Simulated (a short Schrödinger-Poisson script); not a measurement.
Stack: MOS inversion layer, SiO2 on p-type Si(100), at 300 K.

| layer | material | thickness (nm) | Na (cm⁻³) |
|---|---|---|---|
| 1 | SiO2 | 3.7 | - |
| 2 | Si | 1600 | 1.8e16 |

Constants are typed, rounded textbook-type inputs, not results; the design itself was drawn at random and stands for no fabricated device. SiO2: permittivity 3.9, conduction-band edge (eV) 3.15, gap (eV) 9, electron mass (mₑ) 0.5. Si: permittivity 11.7, conduction-band edge (eV) 0, gap (eV) 1.124, Nv at 300 K (cm⁻³) 3.1e19.

Channel valleys (confinement mass, in-plane density-of-states mass, number): Δ2 0.916, 0.19, 2; Δ4 0.19, 0.417, 4. At the gate the conduction-band edge of layer 1 lies 3.72 eV − eVg above the Fermi level of the channel; the field vanishes at the back. Gaps are held at their typed values at every temperature. Mesh 0.03 nm at interfaces.

From a short Schrödinger-Poisson script (our own, NumPy): 1D Poisson equation in equilibrium, electrons quantum, Hartree (BenDaniel-Duke, 12 states a valley, the channel's in-plane mass for all, wave functions ending at the dielectric), parabolic valleys, classical holes, full ionisation, no traps, pinning or gate leakage.

Only gate voltages with over 1e8 electrons/cm² are shown.

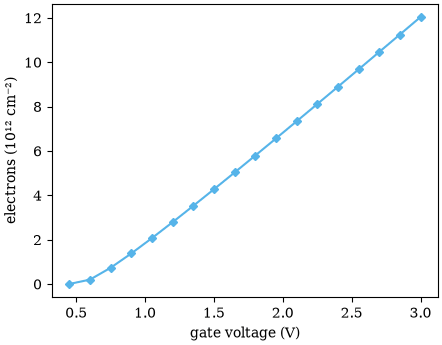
Figure. Sheet density against gate voltage

| Vg (V) | electrons (cm⁻²) | C (μF/cm²) | Δ2 E0 (meV) | Δ2 E1 (meV) | Δ4 E0 (meV) | Δ4 E1 (meV) |
|---|---|---|---|---|---|---|
| 0.45 | 4.44e9 | 0.0668 | 218.5 | 238.9 | 237.3 | 271.5 |
| 0.75 | 7.36e11 | 0.653 | 74.9 | 107.0 | 104.9 | 149.1 |
| 1.05 | 2.07e12 | 0.756 | 37.7 | 83.0 | 80.4 | 132.9 |
| 1.35 | 3.53e12 | 0.793 | 16.3 | 72.0 | 69.2 | 127.0 |
| 1.65 | 5.03e12 | 0.812 | 0.7 | 65.2 | 62.3 | 123.8 |
| 1.95 | 6.56e12 | 0.824 | -12.0 | 60.2 | 57.2 | 121.8 |
| 2.25 | 8.11e12 | 0.832 | -23.1 | 56.2 | 53.2 | 120.3 |
| 2.55 | 9.68e12 | 0.838 | -33.1 | 52.7 | 49.7 | 119.2 |
| 2.85 | 1.12e13 | 0.842 | -42.5 | 49.7 | 46.6 | 118.3 |

Subbands count from the Fermi level.
